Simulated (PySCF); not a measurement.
# HF/cc-pVDZ run of GeH2 (SMILES [H][Ge][H])

Aim: the vertical singlet–triplet gap of GeH2 at HF/cc-pVDZ, from 2 runs. 

The calculation is run with PySCF 2.14.0.

## 1. The system as given

GeH2 has 3 atoms, charge 0, and is taken as a singlet. SMILES: `[H][Ge][H]`. The shape comes from GFN2-xTB, which is rough for such elements, and wasn't checked as a minimum.

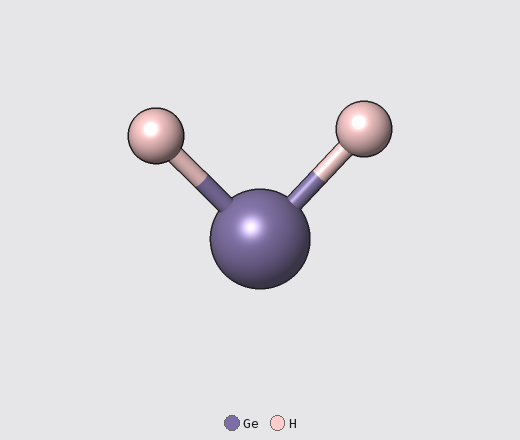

Viewed from a chosen angle; germanium purple, hydrogen pink.

## 2. The energy at HF/cc-pVDZ

calc.py reads:

```python
from pyscf import gto

system = gto.Mole()
system.atom = 'Ge 0.004590 -0.009050 -0.781020; H 1.098840 -0.017820 0.398440; H -1.103430 0.026870 0.382580'
system.verbose = 4
system.basis = 'cc-pvdz'
system.max_memory = 1860
system.build()

mf = system.RHF()
mf.conv_tol = 1e-10
mf.kernel()
if not mf.converged:
    mf = mf.newton().run(mf.mo_coeff, mf.mo_occ)

etot = mf.e_tot
print('Final energy', etot)
```

The run is started by

```sh
$ OMP_NUM_THREADS=1 python calc.py
```

The log of the run:

```text
PySCF version 2.14.0

[INPUT] num. atoms = 3
[INPUT] num. electrons = 34
[INPUT] charge = 0
[INPUT] spin (= nelec alpha-beta = 2S) = 0
[INPUT] symmetry False subgroup None
[INPUT] Mole.unit = angstrom
[INPUT] Symbol           X                Y                Z      unit          X                Y                Z       unit  Magmom
[INPUT]  1 Ge     0.004590000000  -0.009050000000  -0.781020000000 AA    0.008673842912  -0.017102021427  -1.475913897808 Bohr   0.0
[INPUT]  2 H      1.098840000000  -0.017820000000   0.398440000000 AA    2.076506654717  -0.033674919540   0.752942477072 Bohr   0.0
[INPUT]  3 H     -1.103430000000   0.026870000000   0.382580000000 AA   -2.085180497629   0.050776940967   0.722971420736 Bohr   0.0

nuclear repulsion = 21.3015695193692
number of shells = 12
number of NR pGTOs = 91
number of NR cGTOs = 37
basis = cc-pvdz
ecp = {}

******** <class 'pyscf.scf.hf.RHF'> ********
method = RHF
initial guess = minao
damping factor = 0
level_shift factor = 0
DIIS = <class 'pyscf.scf.diis.CDIIS'>
diis_start_cycle = 1
diis_space = 8
diis_damp = 0
SCF conv_tol = 1e-10
SCF conv_tol_grad = None
SCF max_cycles = 50
direct_scf = True
direct_scf_tol = 1e-13
Set gradient conv threshold to 1e-05
Initial guess from minao.
init E= -2075.5090716315
  HOMO = -0.224065400827087  LUMO = -0.0673422250611959  gap/eV = 4.26465
cycle= 1 E= -2076.43218666322  delta_E= -0.923  |g|= 0.139  |ddm|= 1.24
  HOMO = -0.35512766600653  LUMO = -0.00906369791211858  gap/eV = 9.41688
cycle= 2 E= -2076.4417111311  delta_E= -0.00952  |g|= 0.0362  |ddm|= 0.294
  HOMO = -0.341398057117469  LUMO = 0.00719717564116618  gap/eV = 9.48576
cycle= 3 E= -2076.44233989347  delta_E= -0.000629  |g|= 0.0102  |ddm|= 0.063
  HOMO = -0.342381601437517  LUMO = 0.00695337134562779  gap/eV = 9.50589
cycle= 4 E= -2076.44241301711  delta_E= -7.31e-05  |g|= 0.00194  |ddm|= 0.0274
  HOMO = -0.342768137042049  LUMO = 0.00652613468009999  gap/eV = 9.50478
cycle= 5 E= -2076.44241738612  delta_E= -4.37e-06  |g|= 0.000381  |ddm|= 0.00816
  HOMO = -0.342769337815116  LUMO = 0.00651656269575662  gap/eV = 9.50455
cycle= 6 E= -2076.44241756929  delta_E= -1.83e-07  |g|= 4.2e-05  |ddm|= 0.00182
  HOMO = -0.342766400602337  LUMO = 0.00652131370309617  gap/eV = 9.50460
cycle= 7 E= -2076.44241757099  delta_E= -1.7e-09  |g|= 5e-06  |ddm|= 0.00015
  HOMO = -0.34276609528029  LUMO = 0.00652146075079107  gap/eV = 9.50460
cycle= 8 E= -2076.44241757101  delta_E= -1.96e-11  |g|= 7.49e-07  |ddm|= 1.84e-05
  HOMO = -0.342766160922721  LUMO = 0.00652144067348059  gap/eV = 9.50460
Extra cycle  E= -2076.44241757101  delta_E= 2.27e-12  |g|= 2.5e-07  |ddm|= 3.06e-06
converged SCF energy = -2076.44241757101
Final energy -2076.4424175710114
```

It took 0.7 s on 1 thread of Arm Neoverse V2, shared host; peak memory 0.12 GiB.

## 3. The triplet, same level

run.py reads:

```python
from pyscf import gto, scf

system = gto.M(
    atom=[
    ('Ge', (0.004590, -0.009050, -0.781020)),
    ('H', (1.098840, -0.017820, 0.398440)),
    ('H', (-1.103430, 0.026870, 0.382580)),
],
    spin=2,
    basis='cc-pvdz',
    verbose=3,
    max_memory=1860,
)

myscf = scf.UHF(system)
myscf.conv_tol = 1e-10
myscf.kernel()
if not myscf.converged:
    myscf = myscf.newton().run(myscf.mo_coeff, myscf.mo_occ)

e_final = myscf.e_tot
print('E(%s) = %.9f' % ('HF', e_final))
```

The run is started by

```sh
$ OMP_NUM_THREADS=1 python run.py
```

The log of the run:

```text
WARN: HOMO -0.0673422250611959 >= LUMO -0.224065400827087

converged SCF energy = -2076.40485996703  <S^2> = 2.0045592  2S+1 = 3.0030379
E(HF) = -2076.404859967
```

Run time: 0.62 s. Hardware: 1 thread of Arm Neoverse V2, shared host; peak memory 0.1 GiB.

## 4. Outcome

At HF/cc-pVDZ:

```
                                        quantity           value
                           singlet: total energy  -2076.44242 Eh
                          singlet: dipole moment          0.21 D
                            singlet: HOMO energy        -9.33 eV
                            singlet: LUMO energy         0.18 eV
                          singlet: HOMO–LUMO gap         9.50 eV
                           triplet: total energy  -2076.40486 Eh
                          triplet: dipole moment          1.03 D
     triplet: HOMO energy (highest over α and β)        -8.22 eV
      triplet: LUMO energy (lowest over α and β)        -0.57 eV
                                   triplet: ⟨S²⟩           2.005
vertical energy of the triplet above the singlet        1.022 eV
```

**Reading.** At this shape the triplet lies 1.02 eV (99 kJ/mol) above the singlet. Mulliken charges (singlet) run from -0.14 on H2 to +0.28 on Ge1; they depend strongly on the basis.
